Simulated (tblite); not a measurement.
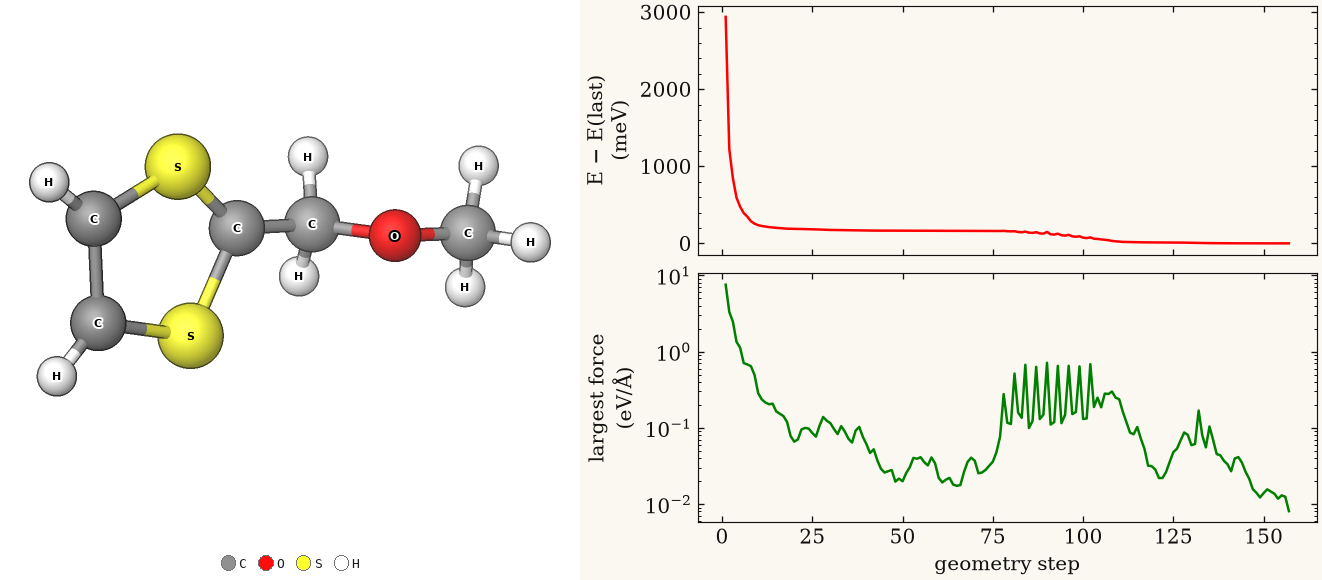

Beside the plot: the molecule at the start.

History of a geometry optimisation. The run: C5H7OS2 (SMILES COC[c+]1sccs1) (charge +1), by GFN2-xTB geometry optimisation, gas phase (tblite).

The optimisation met its thresholds at geometry 157, counting the start as the first. The energy fell by about 2900 meV from the first step to the last. The largest force goes from about 7.5 eV/Å at the start to 8 × 10⁻³ eV/Å at the end.
